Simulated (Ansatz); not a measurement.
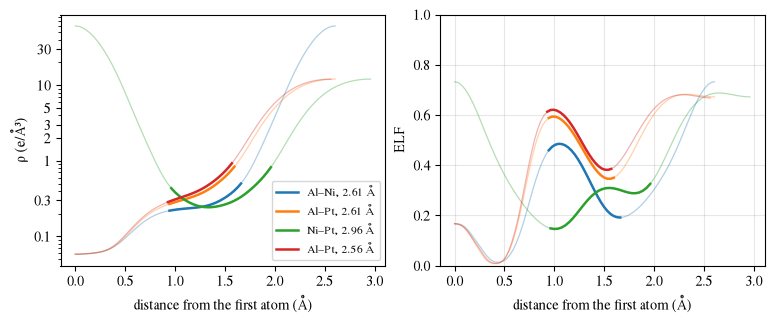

Figure 1: Al₆NiPt₅. Valence charge density (pseudo) and ELF along straight lines between neighbouring atoms. Thin, pale parts lie inside the atomic spheres.

Space group P4/mmm; a structure generated by program, which may or may not match a known phase; computed without spin polarisation.

Theory: Ansatz 0.2.0, DFT PBE, scalar-relativistic, plane waves, PAW.

Core electrons are frozen (PAW), and the valence fields are smoothed inside the atomic spheres.

```xyz
12
Lattice="4.1865 0.0000 0.0000 0.0000 4.1865 0.0000 0.0000 0.0000 9.9034" Properties=species:S:1:pos:R:3 pbc="T T T"
Al    2.0933    0.0000    0.0000
Al    2.0933    0.0000    3.4005
Al    2.0933    0.0000    6.5028
Al    0.0000    2.0933    0.0000
Al    0.0000    2.0933    3.4005
Al    0.0000    2.0933    6.5028
Ni    0.0000    0.0000    4.9517
Pt    2.0933    2.0933    1.5117
Pt    2.0933    2.0933    4.9517
Pt    2.0933    2.0933    8.3916
Pt    0.0000    0.0000    1.9204
Pt    0.0000    0.0000    7.9830
```

### What can be read from the curves?

Al–Ni (2.61 Å): ρ is about 0.25 e/Å³ halfway; the ELF is about 0.40 at the midpoint.
Al–Pt (2.61 Å): ρ is about 0.39 e/Å³ halfway; the ELF is about 0.45 at the midpoint.
Ni–Pt (2.96 Å): ρ is about 0.26 e/Å³ halfway; the ELF is about 0.30 at the midpoint.
Al–Pt (2.56 Å): ρ is about 0.43 e/Å³ halfway; the ELF peaks at about 0.60 between the atoms.
